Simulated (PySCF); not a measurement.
**C8H6BF3Se (SMILES CC#CB1C=CC=C(C(F)(F)F)[Se]1): levels of theory compared**

Wanted: a comparison of 6 runs (HF/STO-3G, HF/def2-SVP, PBE/6-31G, PBE0/def2-SVP, MP2/STO-3G, MP2/def2-SVP) of C8H6BF3Se. Input form: a Python script.

The results are computed with PySCF 2.14.0.

1 further run of the same task is left out (set aside as unsound or not needed).

### Step 1. The system as given

The species is C8H6BF3Se (19 atoms), meant as a singlet with charge 0. As SMILES, `CC#CB1C=CC=C(C(F)(F)F)[Se]1`. Geometry: a GFN2-xTB relaxation, a rough one for these elements and not checked as a minimum.

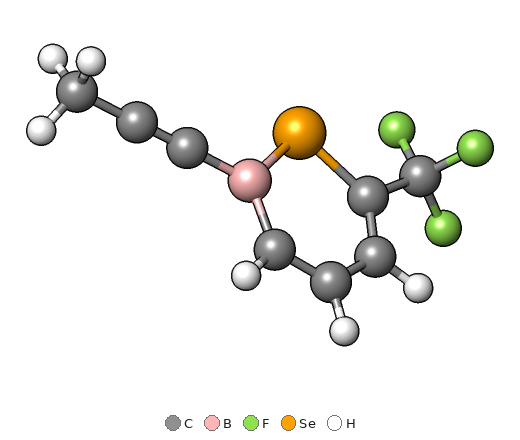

Viewed from a chosen angle; carbon grey, boron pink, fluorine green, selenium orange, hydrogen white.

### Step 2. Energy and forces at HF/STO-3G (run 1)

job.py reads:

```python
import pyscf.grad
from pyscf import gto

molecule = gto.M(
    atom=[
    ('C', (-4.691370, 0.539980, 0.007390)),
    ('C', (-3.265670, 0.318170, -0.005360)),
    ('C', (-2.071410, 0.132400, -0.011400)),
    ('B', (-0.592080, -0.120970, -0.016380)),
    ('C', (-0.009070, -1.527790, -0.007130)),
    ('C', (1.316260, -1.833670, -0.003080)),
    ('C', (2.371230, -0.884390, -0.009600)),
    ('C', (2.215590, 0.463920, -0.031270)),
    ('C', (3.433200, 1.334320, 0.000980)),
    ('F', (4.453100, 0.840000, -0.718430)),
    ('F', (3.908390, 1.497310, 1.251970)),
    ('F', (3.194080, 2.567540, -0.470330)),
    ('Se', (0.600050, 1.392940, -0.033100)),
    ('H', (-4.930800, 1.477850, -0.493630)),
    ('H', (-5.044170, 0.591640, 1.037610)),
    ('H', (-5.204180, -0.277700, -0.499210)),
    ('H', (-0.692390, -2.369090, -0.000920)),
    ('H', (1.626540, -2.871230, 0.006930)),
    ('H', (3.382720, -1.271230, -0.005040)),
],
    basis='sto-3g',
    max_memory=9920,
    verbose=4,
)

mf = molecule.RHF()
mf.conv_tol = 1e-10
mf.kernel()
if not mf.converged:
    mf = mf.newton().run(mf.mo_coeff, mf.mo_occ)

etot = mf.e_tot
print('E = %.10f Eh' % etot)
grad = mf.Gradients().kernel()
dip = mf.dip_moment()
pop, q = mf.mulliken_pop()
```

Started as:

```console
OMP_NUM_THREADS=8 python job.py
```

The log of the run:

```text
PySCF version 2.14.0

[... 81 lines left out ...]
converged SCF energy = -2994.75402922874
[... 12 lines left out ...]
Dipole moment(X, Y, Z, Debye): -1.52432, -2.00628, -0.00360
[... 104 lines left out ...]
charge of   18H =      0.07886
```

Wall time 13 s (8 threads of Intel Xeon Platinum 8259CL at 2.50GHz (Skylake/Cascade Lake), shared host); peak memory 0.17 GiB.

### Step 3. Energy and forces at HF/def2-SVP (run 2)

calc.py reads:

```python
# CC#CB1C=CC=C(C(F)(F)F)[Se]1
from pyscf import gto, scf

mol = gto.M(
    atom='''
C       -4.691370       0.539980       0.007390
C       -3.265670       0.318170      -0.005360
C       -2.071410       0.132400      -0.011400
B       -0.592080      -0.120970      -0.016380
C       -0.009070      -1.527790      -0.007130
C        1.316260      -1.833670      -0.003080
C        2.371230      -0.884390      -0.009600
C        2.215590       0.463920      -0.031270
C        3.433200       1.334320       0.000980
F        4.453100       0.840000      -0.718430
F        3.908390       1.497310       1.251970
F        3.194080       2.567540      -0.470330
Se       0.600050       1.392940      -0.033100
H       -4.930800       1.477850      -0.493630
H       -5.044170       0.591640       1.037610
H       -5.204180      -0.277700      -0.499210
H       -0.692390      -2.369090      -0.000920
H        1.626540      -2.871230       0.006930
H        3.382720      -1.271230      -0.005040
''',
    charge=0,
    spin=0,
    verbose=4,
    basis='def2-svp',
    max_memory=9920,
)

mf = scf.RHF(mol)
mf.conv_tol = 1e-10
mf.kernel()
if not mf.converged:
    mf = mf.newton().run(mf.mo_coeff, mf.mo_occ)

etot = mf.e_tot
print('Final energy', etot)
grad = mf.nuc_grad_method().kernel()
mf.analyze()
```

Started as:

```console
OMP_NUM_THREADS=8 python calc.py
```

The log of the run:

```text
PySCF version 2.14.0

[... 110 lines left out ...]
MO #6   energy= -26.3331165909321  occ= 2
[... 27 lines left out ...]
MO #34  energy= -0.956500395528603 occ= 2
[... 27 lines left out ...]
MO #62  energy= 0.0929292985167267 occ= 0
[... 27 lines left out ...]
MO #90  energy= 0.614211035893418  occ= 0
[... 27 lines left out ...]
MO #118 energy= 0.945642845435941  occ= 0
[... 27 lines left out ...]
MO #146 energy= 1.62449728260141   occ= 0
[... 27 lines left out ...]
MO #174 energy= 2.21713142986451   occ= 0
[... 27 lines left out ...]
MO #202 energy= 3.14159249644122   occ= 0
[... 27 lines left out ...]
MO #230 energy= 4.29379009867634   occ= 0
[... 252 lines left out ...]
Dipole moment(X, Y, Z, Debye): -3.14431, -2.61406, -0.05459
```

Run time: 29 s. Hardware: 8 threads of Intel Xeon Platinum 8259CL at 2.50GHz (Skylake/Cascade Lake), shared host; peak memory 2.8 GiB.

Runs 3 to 5 aren't shown in full; the table further down has their settings and results.

### Step 4. Energy and gradient at MP2/def2-SVP (run 6)

input.py reads:

```python
# CC#CB1C=CC=C(C(F)(F)F)[Se]1
from pyscf import gto, scf, mp

system = gto.M(
    atom='''
C     -4.691370     0.539980     0.007390
C     -3.265670     0.318170    -0.005360
C     -2.071410     0.132400    -0.011400
B     -0.592080    -0.120970    -0.016380
C     -0.009070    -1.527790    -0.007130
C      1.316260    -1.833670    -0.003080
C      2.371230    -0.884390    -0.009600
C      2.215590     0.463920    -0.031270
C      3.433200     1.334320     0.000980
F      4.453100     0.840000    -0.718430
F      3.908390     1.497310     1.251970
F      3.194080     2.567540    -0.470330
Se     0.600050     1.392940    -0.033100
H     -4.930800     1.477850    -0.493630
H     -5.044170     0.591640     1.037610
H     -5.204180    -0.277700    -0.499210
H     -0.692390    -2.369090    -0.000920
H      1.626540    -2.871230     0.006930
H      3.382720    -1.271230    -0.005040
''',
    charge=0,
    basis='def2-svp',
    verbose=4,
    max_memory=9920,
)

mf = scf.RHF(system)
mf.conv_tol = 1e-10
mf.kernel()
if not mf.converged:
    mf = mf.newton().run(mf.mo_coeff, mf.mo_occ)

pt = mp.MP2(mf, frozen=21).run()
energy = pt.e_tot
print('E = %.10f Eh' % energy)
grad = pt.nuc_grad_method().kernel()
mf.analyze()
```

Started as:

```console
OMP_NUM_THREADS=8 python input.py
```

The log of the run:

```text
PySCF version 2.14.0

[... 115 lines left out ...]
MO #6   energy= -26.333116590932   occ= 2
[... 27 lines left out ...]
MO #34  energy= -0.956500395528566 occ= 2
[... 27 lines left out ...]
MO #62  energy= 0.0929292985167551 occ= 0
[... 27 lines left out ...]
MO #90  energy= 0.614211035893979  occ= 0
[... 27 lines left out ...]
MO #118 energy= 0.945642845436068  occ= 0
[... 27 lines left out ...]
MO #146 energy= 1.62449728260153   occ= 0
[... 27 lines left out ...]
MO #174 energy= 2.2171314298631    occ= 0
[... 27 lines left out ...]
MO #202 energy= 3.14159249644123   occ= 0
[... 27 lines left out ...]
MO #230 energy= 4.29379009867643   occ= 0
[... 252 lines left out ...]
Dipole moment(X, Y, Z, Debye): -3.14431, -2.61406, -0.05459
```

It took 3.1 min on 8 threads of Intel Xeon Platinum 8259CL at 2.50GHz (Skylake/Cascade Lake), shared host; peak memory 9.1 GiB.

### Step 5. Overview of the runs

| run | level | integration grid | frozen core orbitals | energy (Eh) | dipole moment (D) of the reference | HOMO energy (eV) | LUMO energy (eV) | wall time |
| --- | --- | --- | --- | --- | --- | --- | --- | --- |
| 1 | HF/STO-3G | – | – | -2994.754029 | 2.52 | -6.98 | 4.18 | 13 s |
| 2 | HF/def2-SVP | – | – | -3028.481740 | 4.09 | -8.96 | 0.96 | 29 s |
| 3 | PBE/6-31G | 5 | – | -3032.787883 | 3.58 | -5.84 | -2.82 | 71 s |
| 4 | PBE0/def2-SVP | 5 | – | -3032.652236 | 3.30 | -6.95 | -2.29 | 93 s |
| 5 | MP2/STO-3G | – | 21 | -2995.341298 | 2.52 | -6.98 | 4.18 | 14 s |
| 6 | MP2/def2-SVP | – | 21 | -3030.374647 | 4.09 | -8.96 | 0.96 | 3.1 min |

### Step 6. What came out

```
                                           quantity           value
                                run 6: total energy  -3030.37465 Eh
        run 6: dipole moment (Hartree–Fock density)          4.09 D
         run 6: HOMO energy (Hartree–Fock orbitals)        -8.96 eV
         run 6: LUMO energy (Hartree–Fock orbitals)         0.96 eV
       run 6: HOMO–LUMO gap (Hartree–Fock orbitals)         9.92 eV
run 6: correlation energy (21 core orbitals frozen)     -1892.9 mEh
                    run 6: largest force on an atom      2.042 eV/Å
```

**Reading.** Over runs 1, 2, 3, 4 the dipole moment (its size) runs from 2.52 D (HF/STO-3G) to 4.09 D (HF/def2-SVP). Over runs 1, 2, 3, 4 the HOMO–LUMO gap runs from 3.02 eV (PBE/6-31G) to 11.16 eV (HF/STO-3G). The two ends differ in method and basis. Totals of different functionals can't be ranked against each other. In runs 1, 5 the basis is minimal, so the values are rough. All runs together took 6.8 min, the longest 3.1 min.
